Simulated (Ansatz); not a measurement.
## Electronic structure of F3Ge···HF (doublet) in real space

```xyz
6

Ge    0.5867   -0.2044    0.0299
H    -0.6879    0.5602    2.0813
F     1.2824    0.2065   -1.5025
F    -0.5088    1.1354    0.3501
F    -0.4576   -1.5440   -0.2740
F    -0.2133   -0.1537    2.4570
```

Level of theory: UKS PBE0-D4/def2-SVP in Ansatz 0.2.0.

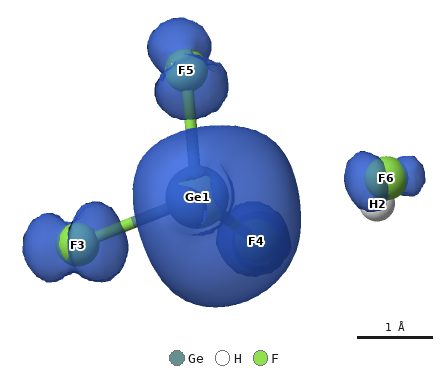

Figure 1. Isosurfaces of the spin density at +0.03 (blue) and −0.03 e/Å³ (red), seen at a tilt.

Question: Where is the unpaired spin?

Answer: The unpaired spin (1 electron) lies mostly on Ge1 (about 0.7), F3 (about 0.1), F5 (about 0.1) and F4 (about 0.1), in electrons by Hirshfeld's partition.

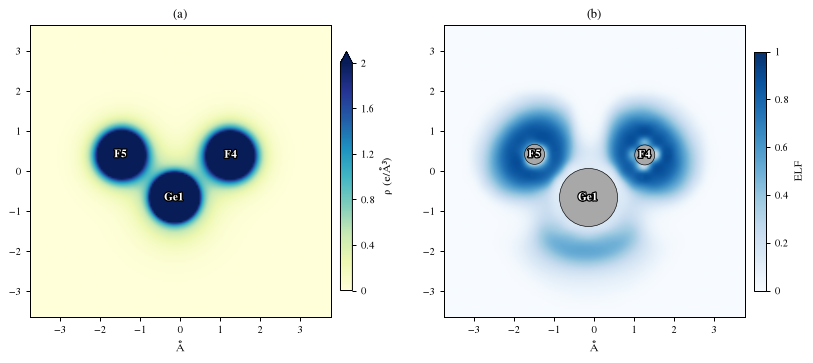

Figure 2. (a) electron density; (b) electron localisation function on the plane of atoms F4, Ge1 and F5. Grey discs cover the atomic cores in the ELF map.

Question: Interpret the plot.

Answer:
- Atoms in the plane: Ge and F.
- Ge–F (1.73 Å): ρ is about 0.95 e/Å³ halfway; the ELF peaks at about 0.80 in the valence shell of F, 0.5 Å from its nucleus, and is about 0.25 at the midpoint.
- The ELF also peaks beside F5 and F4, away from the bonds: non-bonding electrons, paired or unpaired.

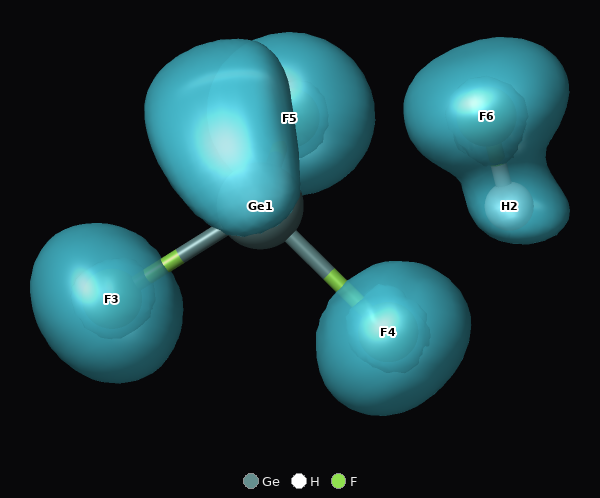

Figure 3. Isosurface of the ELF at 0.75 (cyan), seen at a tilt. Only the valence region is drawn (cores and ρ < 0.01 e/Å³ removed).

Question: Where are the electrons localised?

Answer: The ELF exceeds this value in one lobe on Ge, pointing away from the bonds (non-bonding electrons), three regions wrapped around F (the valence shell of each) and one joined region spread over several atoms (F, H), in which their bonds and any lone pairs are merged. Profiles from the grid: Ge1···F6 (2.56 Å): the ELF dips to about 0.10 between them.

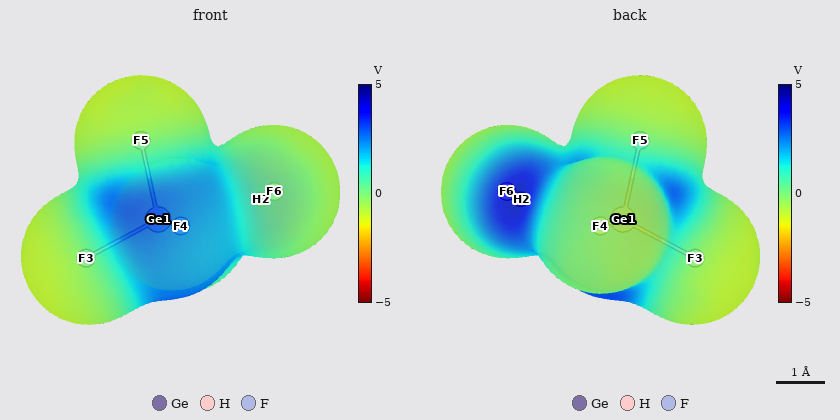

Figure 4. The electrostatic potential painted on the density surface at 0.004 e/bohr³, seen from the front and from behind; red is negative and blue positive.

Question: Which sites attract a positive test charge, and which a negative one?

Answer: A positive charge is drawn to the negative regions and a negative charge to the positive ones. The most negative region (about −0.9 V, or −21 kcal/mol for a unit charge) lies over F3 and F5, the most positive (about +4.0 V, or +92 kcal/mol for a unit charge) over H2.
